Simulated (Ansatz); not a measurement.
# NO2F (nitryl fluoride): PBE0/STO-3G

What is the vertical ionisation energy of NO2F (nitryl fluoride) at PBE0/STO-3G? 

The results are computed with Ansatz 0.2.0.

69 further runs of the same task are left out: 10 that didn't finish, 59 set aside as unsound or not needed.

### 1 The system as given

NO2F: 4 atoms, total charge 0, spin state singlet. SMILES: `O=[N+]([O-])F`. The coordinates come from a PBE0-D4/def2-TZVP relaxation.

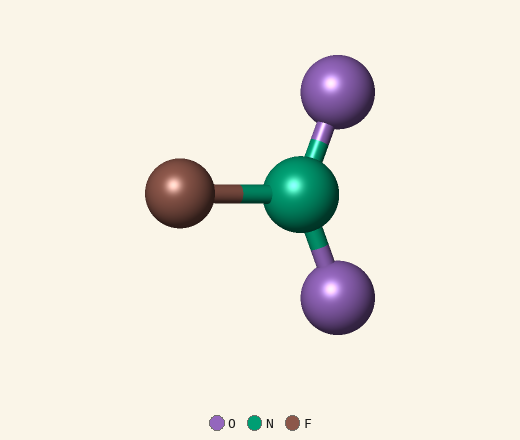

The structure, seen from a chosen angle (oxygen purple, nitrogen teal, fluorine brown).

### 2 A single-point energy at PBE0/STO-3G

File molecule.yaml:

```yaml
crystal:
  periodic: [false, false, false]
  atoms:
    - {symbol: O, position_ang: [0.188290, 0.469930, 1.120250]}
    - {symbol: "N", position_ang: [0.079720, -0.071800, 0.089140]}
    - {symbol: O, position_ang: [0.476580, -1.068680, -0.376880]}
    - {symbol: F, position_ang: [-0.744590, 0.670550, -0.832510]}
basis:
  gaussian:
    orbitals: STO-3G
magnetization:
  spin_polarized: false
  initial_magnetization: 0
hamiltonian:
  xc: {name: PBE0}
accuracy: high
```

Command:

```
$ ansatz run molecule.yaml --threads 1 --pin off --max-ram 3480MiB --events-out events.jsonl --progress --plain --runs-dir runs
```

Standard output:

```text
Warning: RAYON_NUM_THREADS=1 ignored (pool sized by the plan → 1); use --threads N
Functional definition: PBE0
  name "PBE0"
  parameter a = 0.25
  parameter kappa = 0.804
  parameter beta = 0.06672455060314922
  exchange = (1 - a)*pbe_x(kappa = kappa, mu = beta*pi^2/3) + a*exact_x
  correlation = pbe_c(beta = beta)
368 factors; integrals over basis functions are off by at most 3.7e-8 eV
mean field evaluation 1: about -8166.3901 eV, gradient 5.0e1 eV
mean field evaluation 2: about -8164.4161 eV, gradient 5.7e1 eV
mean field evaluation 4: about -8172.4549 eV, gradient 1.6e0 eV
mean field evaluation 8: about -8172.5034 eV, gradient 4.2e-2 eV
mean field evaluation 16: about -8172.5034 eV, gradient 4.3e-6 eV
mean field -8172.50342390 eV, -300.3339613066 hartree, gradient 2.9e-8 eV, S^2 0.000000; 0 other end points of the search recorded, 0 dependent functions left out
reference -8172.50342444 eV, -300.3339613266 hartree; 16, 16 occupied and 4, 4 virtual orbitals, 368 factors
Total energy: -8172.50342444 eV, -300.3339613266 hartree
```

It took 1.2 s on 1 thread of Arm Neoverse V1, shared host; peak memory 0.09 GiB.

### 3 The doublet cation

File in.yaml:

```yaml
crystal:
  periodic: [false, false, false]
  atoms:
    - {symbol: O, position_ang: [0.188290, 0.469930, 1.120250]}
    - {symbol: N, position_ang: [0.079720, -0.071800, 0.089140]}
    - {symbol: O, position_ang: [0.476580, -1.068680, -0.376880]}
    - {symbol: F, position_ang: [-0.744590, 0.670550, -0.832510]}
basis:
  gaussian: {orbitals: STO-3G}
total_charge: 1
magnetization: {spin_polarized: true, initial_magnetization: 1}
hamiltonian: {xc: pbe0}
accuracy: high
```

Command:

```
$ ansatz run in.yaml --threads 1 --pin off --max-ram 3480MiB --events-out events.jsonl --progress --plain --runs-dir runs
```

Standard output, shortened:

```text
Warning: RAYON_NUM_THREADS=1 ignored (pool sized by the plan → 1); use --threads N
[... 7 set-up lines as earlier in the session ...]
368 factors; integrals over basis functions are off by at most 3.7e-8 eV
mean field evaluation 1: about -8157.7783 eV, gradient 2.7e1 eV
mean field evaluation 2: about -8111.0406 eV, gradient 9.9e1 eV
mean field evaluation 4: about -8160.8997 eV, gradient 1.4e1 eV
mean field evaluation 8: about -8162.1172 eV, gradient 2.4e-1 eV
mean field evaluation 16: about -8162.1178 eV, gradient 2.9e-4 eV
mean field evaluation 32: about -8162.1239 eV, gradient 1.9e-1 eV
mean field evaluation 64: about -8161.9001 eV, gradient 6.0e0 eV
mean field -8162.13683282 eV, -299.9529961110 hartree, gradient 2.5e-8 eV, S^2 0.771448; 8 other end points of the search recorded, 0 dependent functions left out
reference -8162.13683336 eV, -299.9529961308 hartree; 16, 15 occupied and 4, 5 virtual orbitals, 368 factors
Total energy: -8162.13683336 eV, -299.9529961308 hartree
```

Wall time 5.7 s (1 thread of Arm Neoverse V1, shared host); peak memory 0.12 GiB.

### 4 Summary of results

At PBE0/STO-3G:

| quantity | value |
| --- | --- |
| singlet NO2F: total energy | -300.33396 Eh |
| doublet cation: total energy | -299.95300 Eh |
| doublet cation: ⟨S²⟩ | 0.771 |
| vertical ionisation energy (to the doublet cation) | 10.367 eV |

In words: Removing an electron at fixed nuclei costs 10.37 eV (239 kcal/mol). In a minimal basis such a difference can be off by several eV, whatever the method.
